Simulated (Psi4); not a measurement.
**H2S2 (SMILES SS): TPSS/cc-pVTZ (sweep point 4)**

What is the vertical electron affinity of H2S2 at TPSS/cc-pVTZ (sweep point 4)? 

Program for the calculation: Psi4 1.11.

4 further runs of the same task are left out: 4 set aside as unsound or not needed.

## Step 1: The structure to begin with

H2S2 has 4 atoms, charge 0, and is taken as a singlet. As SMILES, `SS`. Geometry: relaxed at PBE0-D4/def2-TZVP.

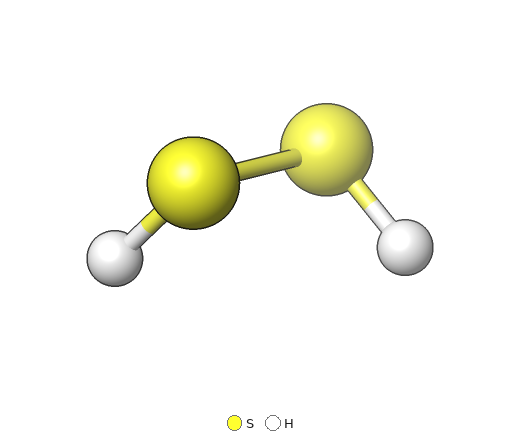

Viewed from a chosen angle; sulfur yellow, hydrogen white.

## Step 2: A single-point energy at TPSS/cc-pVTZ (sweep point 4)

The input, calc.in:

```
memory 1.6 GB

molecule geom {
  S      1.48245235    -1.49139075     0.31499845
  S      0.11379931     2.11944123     0.12729195
  H     -0.42598206    -2.55602466     1.61926852
  H     -1.17028849     1.92799308    -2.06159672
  units bohr
  symmetry c1
}

set basis cc-pVTZ
set puream true
set scf_type pk
set dft_radial_points 50
set dft_spherical_points 194

e, wfn = energy("tpss", return_wfn=True)
print_variables()
```

The run is started by

```console
$ psi4 -n 1 calc.in calc.out
```

calc.out:

```text
[...]
  Running in c1 symmetry.
[...]
  Nuclear repulsion =   85.443143548822533
[...]
  Multiplicity = 1
[...]
  Nalpha       = 17
  Nbeta        = 17
[...]
    Number of basis functions: 96
[...]
   @RKS iter   1:  -797.60240147622187   -6.43005e-02   4.19064e-03 ADIIS/DIIS
[...]
   @RKS iter   8:  -797.66909025388418   -7.90521e-09   3.43581e-07 DIIS
[...]
    Orbital Energies [Eh]
    ---------------------
    Doubly Occupied:
       1A    -88.415420     2A    -88.415418     3A     -7.771707
       4A     -7.771660     5A     -5.754736     6A     -5.754498
       7A     -5.749852     8A     -5.749804     9A     -5.742186
      10A     -5.742185    11A     -0.753595    12A     -0.621992
      13A     -0.423470    14A     -0.375223    15A     -0.329243
      16A     -0.236357    17A     -0.235450
[...]
  @RKS Final Energy:  -797.66909025388418
   => Energetics <=
    Nuclear Repulsion Energy =             85.4431435488225333
    One-Electron Energy =               -1271.0542517311432675
    Two-Electron Energy =                 440.0775048863421830
    DFT Exchange-Correlation Energy =     -52.1354869579056910
    Empirical Dispersion Energy =           0.0000000000000000
    VV10 Nonlocal Energy =                  0.0000000000000000
    Total Energy =                       -797.6690902538841783
[...]
 Multipole Moments:
 ------------------------------------------------------------------------------------
     Multipole            Electronic (a.u.)      Nuclear  (a.u.)        Total (a.u.)
 ------------------------------------------------------------------------------------
 L = 1.  Multiply by 2.5417464519 to convert [e a0] to [Debye]
 Dipole X            :          1.1077718           -1.5340099           -0.4262380
 Dipole Y            :          0.4358470           -0.6035486           -0.1677016
 Dipole Z            :          0.3069556           -0.4250601           -0.1181044
 Magnitude           :                                                    0.4730236
[...]
```

It took 11 s on 1 thread of Intel Xeon at 2.70GHz, shared host; peak memory 0.8 GiB.

## Step 3: The doublet anion

The input, job.inp:

```
memory 1600 mb

molecule molecule1 {
  -1 2
  S      1.48245235    -1.49139075     0.31499845
  S      0.11379931     2.11944123     0.12729195
  H     -0.42598206    -2.55602466     1.61926852
  H     -1.17028849     1.92799308    -2.06159672
  units bohr
  symmetry c1
}

set {
  basis                cc-pVTZ
  reference            uks
  puream               true
  scf_type             pk
  dft_radial_points    50
  dft_spherical_points 194
  maxiter              100
}

e_tot, wfn = energy("tpss", return_wfn=True)
```

The run is started by

```console
$ psi4 -i job.inp -o job.out -n 1
```

job.out:

```text
[...]
  Running in c1 symmetry.
[...]
  Nuclear repulsion =   85.443143548822533
[...]
  Multiplicity = 2
[...]
  Nalpha       = 18
  Nbeta        = 17
[...]
    Number of basis functions: 96
[...]
   @UKS iter   1:  -797.41678288603214    1.21318e-01   6.38836e-03 DIIS/ADIIS
[...]
   @UKS iter   9:  -797.62359324347483   -6.20824e-08   8.78117e-07 DIIS
[...]
   @S^2 Observed:                7.528108162E-01
[...]
    Orbital Energies [Eh]
    ---------------------
    Alpha Occupied:
       1A    -88.144882     2A    -88.144879     3A     -7.504730
       4A     -7.504683     5A     -5.486629     6A     -5.486463
       7A     -5.483150     8A     -5.483031     9A     -5.476558
      10A     -5.476557    11A     -0.506196    12A     -0.380281
      13A     -0.183658    14A     -0.140193    15A     -0.091191
      16A     -0.002236    17A     -0.001142    18A      0.150783
    Alpha Virtual:
      19A      0.188905    20A      0.203963    21A      0.347093
      22A      0.387970    23A      0.409755    24A      0.417640
      25A      0.451955    26A      0.456931    27A      0.471032
[...]
  @UKS Final Energy:  -797.62359324347483
   => Energetics <=
    Nuclear Repulsion Energy =             85.4431435488225333
    One-Electron Energy =               -1279.7287499805997868
    Two-Electron Energy =                 449.0694957416091597
    DFT Exchange-Correlation Energy =     -52.4074825533067425
    Empirical Dispersion Energy =           0.0000000000000000
    VV10 Nonlocal Energy =                  0.0000000000000000
    Total Energy =                       -797.6235932434748293
[...]
 Multipole Moments:
 ------------------------------------------------------------------------------------
     Multipole            Electronic (a.u.)      Nuclear  (a.u.)        Total (a.u.)
 ------------------------------------------------------------------------------------
 L = 1.  Multiply by 2.5417464519 to convert [e a0] to [Debye]
 Dipole X            :          1.2777121           -1.5340099           -0.2562978
 Dipole Y            :          0.5027037           -0.6035486           -0.1008449
 Dipole Z            :          0.3540450           -0.4250601           -0.0710150
 Magnitude           :                                                    0.2844317
[...]
```

It took 13 s on 1 thread of Intel Xeon at 2.70GHz, shared host; peak memory 0.8 GiB.

## Step 4: Summary of results

At TPSS/cc-pVTZ (sweep point 4):

```
                                         quantity          value
                       singlet H2S2: total energy  -797.66909 Eh
                      singlet H2S2: dipole moment         1.20 D
                        singlet H2S2: HOMO energy       -6.41 eV
                        singlet H2S2: LUMO energy       -1.72 eV
                      singlet H2S2: HOMO–LUMO gap        4.68 eV
                      doublet anion: total energy  -797.62359 Eh
doublet anion: HOMO energy (highest over α and β)        4.10 eV
 doublet anion: LUMO energy (lowest over α and β)        5.07 eV
                              doublet anion: ⟨S²⟩          0.753
vertical electron affinity (to the doublet anion)      -1.238 eV
```

In words: The anion lies 1.24 eV (29 kcal/mol) above the neutral: the electron isn't bound at this level, and such a value depends on the basis. Without diffuse functions anions come out too high. The HOMO (doublet anion) lies at positive energy, 4.10 eV, as semi-local functionals often give for anions; only total energies tell whether the electron is bound.
